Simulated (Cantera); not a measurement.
Input: 1 mol CsCl, 0.081 mol O2, 0.79 mol N2, 0.051 mol HCl, equilibrated at 0.160 bar.

Equilibrium computed with Cantera from the NASA thermochemical tables; the gas is ideal and each condensed phase is pure. Candidate condensed phases: Cs, CsCl, CsOH, H2O, NH4Cl; 37 gas species. Equilibrium is a limit: real reactors are often held back by kinetics, nucleation or transport.

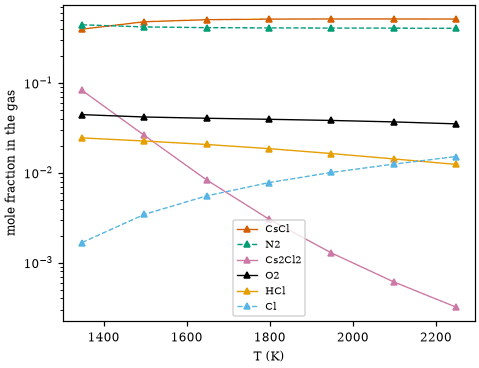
Figure. Equilibrium gas composition (values under 1e-9 drawn at 1e-9)

**Question.** Read off the mole fractions at 1498 K.

**Answer.** CsCl about 0.48, N2 about 0.42, O2 about 0.042, Cs2Cl2 about 0.026, HCl about 0.023, Cl about 0.0034.
